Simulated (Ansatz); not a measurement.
**Pnma (COD entry) KPO2F2, displaced supercell (48 atoms): close-ups with forces and charges**

The cell holds 48 atoms: 8 K, 8 P, 16 O and 16 F. Cell: a = 7.930 Å, b = 12.329 Å, c = 7.614 Å, α = 90.0°, β = 90.0°, γ = 90.0°. It derives from KPO2F2 (Pnma, COD entry), repeated 1×2×1. The starting structure: Pnma (COD entry) KPO2F2 (cell 8.039, 6.205, 7.635, 90, 90, 90), 1 x 2 x 1 conventional cells; every coordinate displaced by a Gaussian of 0.03 Å.

Method: Kohn-Sham DFT, r2SCAN, PAW (set soft_2), plane waves (Ansatz 0.2.0; cutoff 500 eV, Γ point, fermi-dirac smearing of 0.025 eV), at the relaxed geometry.

The whole cell was solved; only parts of it are printed.

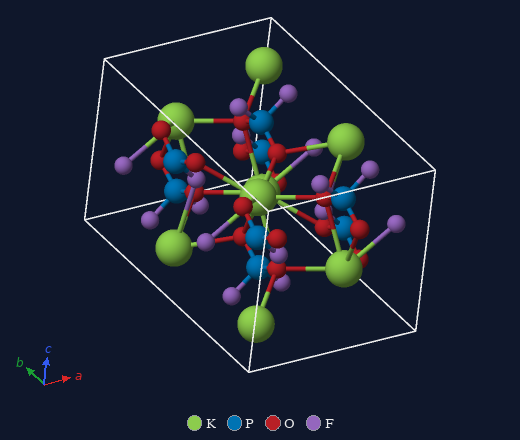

The whole cell (potassium green, phosphorus blue, oxygen red, fluorine purple).

The surroundings of K2, picked at random, nearest first, numbered as they follow in the input and with coordinates relative to it.

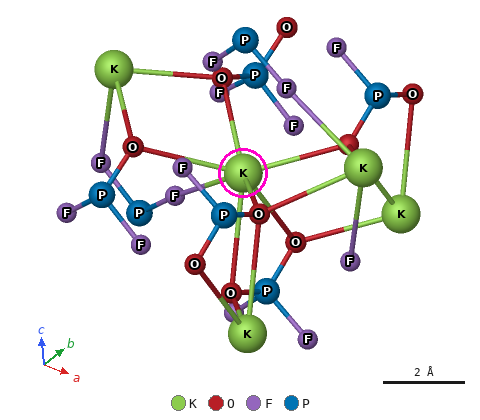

The atoms of the table, within 4.9 Å (arrows a, b, c point along x, y, z); some may hide others; the central atom is ringed.

| atom | x | y | z | distance (Å) | Löwdin charge (e) |
| --- | --- | --- | --- | --- | --- |
| K2 | 0.00 | 0.00 | 0.00 | 0.00 | 0.84 |
| O38 | 1.97 | 1.79 | 0.55 | 2.72 | -0.89 |
| O12 | 1.98 | -1.79 | 0.56 | 2.72 | -0.89 |
| F19 | -2.30 | -0.01 | -1.55 | 2.78 | -0.46 |
| O33 | -1.98 | 1.79 | 1.09 | 2.88 | -0.89 |
| O15 | -1.99 | -1.78 | 1.10 | 2.89 | -0.89 |
| O10 | 0.41 | 1.29 | -2.71 | 3.03 | -0.89 |
| O16 | 0.41 | -1.30 | -2.72 | 3.04 | -0.89 |
| F22 | -0.70 | 0.01 | 3.11 | 3.19 | -0.45 |
| F21 | -0.88 | -3.07 | -0.70 | 3.27 | -0.45 |
| F45 | -0.90 | 3.09 | -0.72 | 3.29 | -0.45 |
| P6 | 0.44 | 0.00 | -3.42 | 3.45 | 2.30 |
| F23 | 3.28 | 0.00 | -1.44 | 3.58 | -0.45 |
| F18 | 1.65 | 0.01 | 3.19 | 3.59 | -0.46 |
| P5 | -2.02 | -3.08 | 0.39 | 3.70 | 2.30 |
| P29 | -2.02 | 3.08 | 0.39 | 3.71 | 2.30 |
| P8 | 1.94 | -3.08 | 1.26 | 3.86 | 2.30 |
| P32 | 1.94 | 3.08 | 1.27 | 3.86 | 2.30 |
| F20 | 0.72 | -3.09 | 2.25 | 3.89 | -0.46 |
| F44 | 0.73 | 3.08 | 2.28 | 3.90 | -0.46 |
| P6 | 0.44 | 0.00 | 4.19 | 4.22 | 2.30 |
| K3 | 3.96 | 0.00 | 1.65 | 4.29 | 0.84 |
| K3 | -3.97 | 0.00 | 1.65 | 4.30 | 0.84 |
| P7 | -3.53 | 0.00 | -2.54 | 4.35 | 2.30 |
| K28 | 2.38 | 3.08 | -2.16 | 4.45 | 0.84 |
| K4 | 2.38 | -3.08 | -2.16 | 4.46 | 0.84 |
| F17 | -3.24 | -3.07 | -0.62 | 4.51 | -0.46 |
| F41 | -3.25 | 3.09 | -0.60 | 4.53 | -0.46 |
| F22 | -0.70 | 0.01 | -4.50 | 4.56 | -0.45 |
| F18 | 1.65 | 0.01 | -4.43 | 4.73 | -0.46 |
| O36 | 1.97 | 4.38 | 0.56 | 4.84 | -0.89 |
| O14 | 1.98 | -4.38 | 0.55 | 4.84 | -0.89 |
| F23 | -4.65 | 0.00 | -1.44 | 4.87 | -0.45 |
| O39 | -1.98 | 4.38 | 1.10 | 4.93 | -0.89 |

Length of the force by element:

```csv
element,coordination,atoms,mean length of the force (eV/Å),spread,least,most
F,all,16,0.0088,0.0053,0.0035,0.0209
K,all,8,0.0026,0.001,0.0013,0.0045
O,all,16,0.0058,0.0037,0.0014,0.0169
P,all,8,0.0144,0.0058,0.0066,0.0251
```

Löwdin charges by element (they lack the spilled electrons, 0.077 e an atom on average):

```
element  coordination  atoms  mean charge (e)  spread   least    most
      F           all     16           -0.452  0.0066  -0.459  -0.445
      K           all      8            0.845       0   0.845   0.845
      O           all     16           -0.891  1.0e-4  -0.892  -0.891
      P           all      8             2.30  1.0e-4    2.30    2.30
```

Only the Γ point is sampled, in a cell whose shortest periodic width is 8 Å. The Löwdin charges lack the electrons that the projection spills, 0.077 e an atom on average.

[Logs are printed without paths, hosts, clocks, repeated set-up lines and the standing remarks that a program may print on its own settings, such as how far it seeks lower states.]

[Hosts, paths, dates, database ids (printed as entryN), source tags and the programs' standing remarks are cut or masked in the printed files.]
